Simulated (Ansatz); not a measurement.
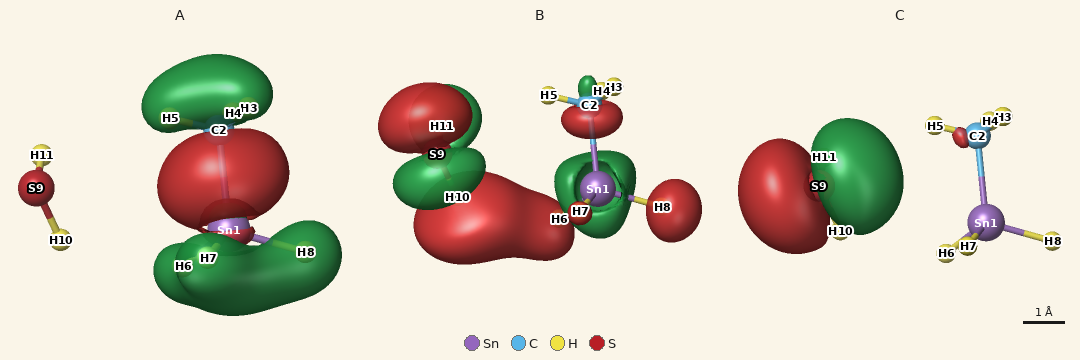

Figure 1: CH6Sn···H2S. Three frontier orbitals at ±0.08 Å⁻³ᐟ² (green and red are the two phases), in no order.

Core potentials replace the inner electrons of Sn.

Method: Ansatz 0.2.0, RKS PBE/def2-SVP.

Input

```
crystal:
  periodic: [false, false, false]
  atoms:
    - { symbol: Sn, position_ang: [-0.133575, -0.131711, 0.132412] }
    - { symbol: C, position_ang: [-0.170163, -0.116626, 2.29266] }
    - { symbol: H, position_ang: [-0.851026, -0.916049, 2.646497] }
    - { symbol: H, position_ang: [0.834155, -0.320112, 2.711592] }
    - { symbol: H, position_ang: [-0.555139, 0.844179, 2.6856] }
    - { symbol: H, position_ang: [1.469464, -0.350894, -0.470666] }
    - { symbol: H, position_ang: [-0.849278, 1.297092, -0.517658] }
    - { symbol: H, position_ang: [-1.078076, -1.494021, -0.391084] }
    - { symbol: S, position_ang: [1.873729, 2.644333, 1.374237] }
    - { symbol: H, position_ang: [2.98308, 1.855882, 1.386401] }
    - { symbol: H, position_ang: [1.200129, 1.749328, 2.187308] }
basis:
  gaussian: { orbitals: def2-SVP }
hamiltonian:
  xc: pbe
relax:
  f_tol: 0.03
  max_steps: 50
output:
  orbitals: {}
```

Run with:

```sh
ansatz run input.yaml --threads 2 --pin off --max-ram 3072MiB --backend cpu --events-out ev --progress --plain --runs-dir out
```

The fields are those of the run's last geometry, not of the input's.

**Order the three orbitals by energy and name them.**

A is the HOMO−1 (−7.08 eV). It lies mainly on C2 (about 40 %), Sn1 (about 30 %) and H8 (about 5 %). C is the HOMO (−6.11 eV). It lies mainly on S9 (about 90 %); largely a lone pair of S9. B is the LUMO (−0.27 eV). It lies mainly on S9 (about 40 %), H10 (about 20 %), Sn1 (about 15 %), H11 (about 10 %) and H6 (about 5 %).

**What is the HOMO–LUMO gap?**

5.84 eV between the orbital energies.
